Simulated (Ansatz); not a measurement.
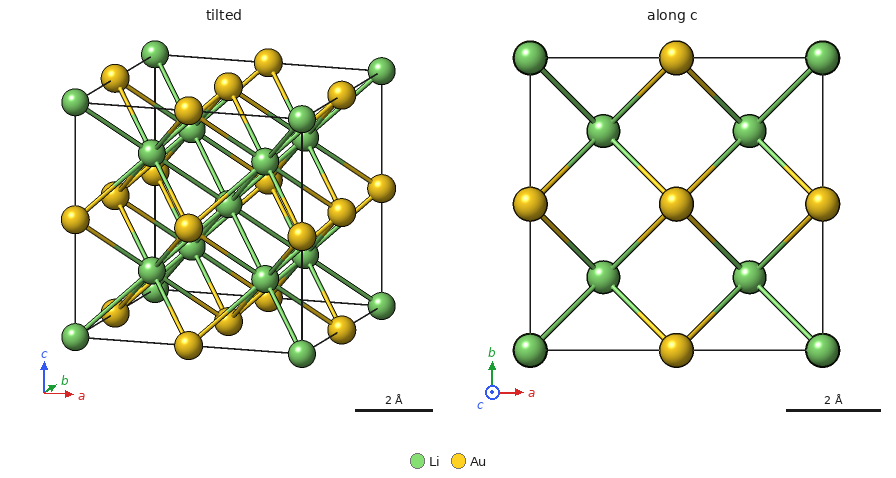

Shown here is a ball-and-stick view of the crystal, taken slightly off an axis and along the c axis. The parallelepiped is the conventional unit cell.

Li5Au3, space group Im-3m (No. 229), a = 6.266 Å, b = 6.266 Å, c = 6.266 Å, α = 90.00°, β = 90.00°, γ = 90.00°. Its origin is a structure type filled with these elements by a generator (whether the compound takes this form wasn't checked). Earlier steps of the study may have refined or changed the cell and positions. A calculation with Ansatz used it as input.

This one geometry was computed with Ansatz (DFT, plane waves, PAW) at four levels of theory: LDA, PBE, r2SCAN and PBE with spin-orbit coupling.

> Which level gives the highest pressure at this volume, and what does that say about its equilibrium volume?

Highest: PBE (0.0 GPa), which points to the largest equilibrium volume. Lowest, with the smallest volume: LDA (-5.0 GPa). Levels within 0.5 GPa of each other can't be told apart.

> How does the band gap change with the level of theory?

All levels give a metal.

> Collect the results in a table.

| level | cutoff (eV) | k-mesh of the run's cell | gap (eV) | pressure (GPa) |
| --- | --- | --- | --- | --- |
| LDA | 420 | 8×8×8 | metal | -5.0 |
| PBE | 420 | 8×8×8 | metal | 0.0 |
| r2SCAN | 500 | 8×8×8 | metal | -1.2 |
| PBE with spin-orbit coupling | 420 | 8×8×8 | metal | -0.7 |

Gaps are taken on the k-mesh or band path of each run.
